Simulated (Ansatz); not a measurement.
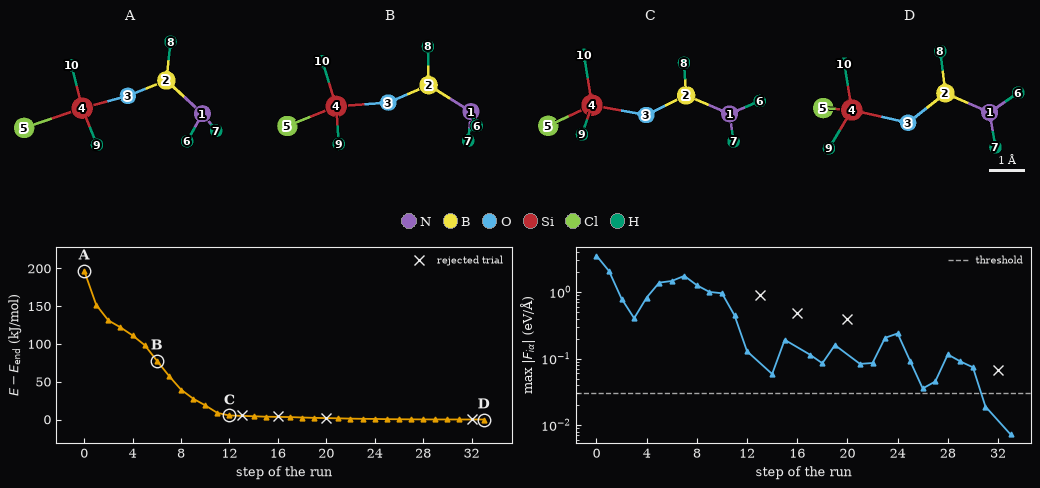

Frames of a relaxation of BSiNH₅OCl (coarse preliminary run), marked on the history of the run. The picture is a ball-and-stick view, seen face on.

The start comes from a force field.

Computed with RKS PBE-D4/def2-SVP in Ansatz. (force threshold 0.03 eV/Å; at most 200 steps)

Describe the path.

H6 moves most after the best rigid fit: 2.34 Å. By element the largest moves are H 2.34 Å, O 1.51 Å, Cl 0.95 Å, N 0.53 Å, B 0.42 Å, Si 0.37 Å. Near-neighbour distances that change, for instance: O3–Si4 1.804 → 1.669 Å, N1–B2 1.500 → 1.402 Å, B2–O3 1.484 → 1.390 Å, N1–H7 1.091 → 1.021 Å. Bond angles that change, for instance: B2–O3–Si4 102.8° → 129.0°, B2–N1–H7 105.9° → 122.6°, H6–N1–H7 101.9° → 114.7°. Groups turn about O3–Si4 by about 95°, B2–O3 by about 95°. After 29 accepted moves (33 points after the start) the energy has fallen by 197.2 kJ/mol. Largest force component: 3.5 eV/Å at the start, 0.0073 eV/Å at the end. The line search rejected the trial steps at points 13, 16, 20, 32 of the run. The forces were under the threshold at step 31, but the run went on from there. From step 0 to 6: H6 moves most (0.96 Å), energy −119.1 kJ/mol. From step 6 to 12: H6 moves most (1.15 Å), energy −72.8 kJ/mol. From step 12 to 33: H8 moves most (0.97 Å), energy −5.31 kJ/mol.

| step | E − E(0), kJ/mol | largest force component, eV/Å | note |
| --- | --- | --- | --- |
| 0 | 0.00 | 3.5249 |  |
| 1 | -45.50 | 2.0676 |  |
| 2 | -65.99 | 0.7942 |  |
| 3 | -75.17 | 0.4044 |  |
| 4 | -85.89 | 0.8288 |  |
| 5 | -98.70 | 1.3872 |  |
| 6 | -119.11 | 1.4684 |  |
| 7 | -139.33 | 1.7533 |  |
| 8 | -157.60 | 1.2662 |  |
| 9 | -169.55 | 1.0051 |  |
| 10 | -178.45 | 0.9604 |  |
| 11 | -188.46 | 0.4466 |  |
| 12 | -191.91 | 0.1287 |  |
| 14 | -192.91 | 0.0586 |  |
| 15 | -193.53 | 0.1916 |  |
| 16 | -193.12 | 0.4799 | rejected |
| 17 | -194.01 | 0.1150 |  |
| 18 | -194.58 | 0.0851 |  |
| 20 | -194.66 | 0.3957 | rejected |
| 21 | -195.67 | 0.0832 |  |
| 22 | -196.08 | 0.0858 |  |
| 23 | -196.32 | 0.2053 |  |
| 25 | -196.78 | 0.0918 |  |
| 26 | -196.91 | 0.0355 |  |
| 27 | -197.03 | 0.0453 |  |
| 28 | -197.10 | 0.1154 |  |
| 29 | -197.17 | 0.0906 |  |
| 31 | -197.22 | 0.0190 |  |
| 32 | -197.19 | 0.0673 | rejected |
| 33 | -197.22 | 0.0073 |  |
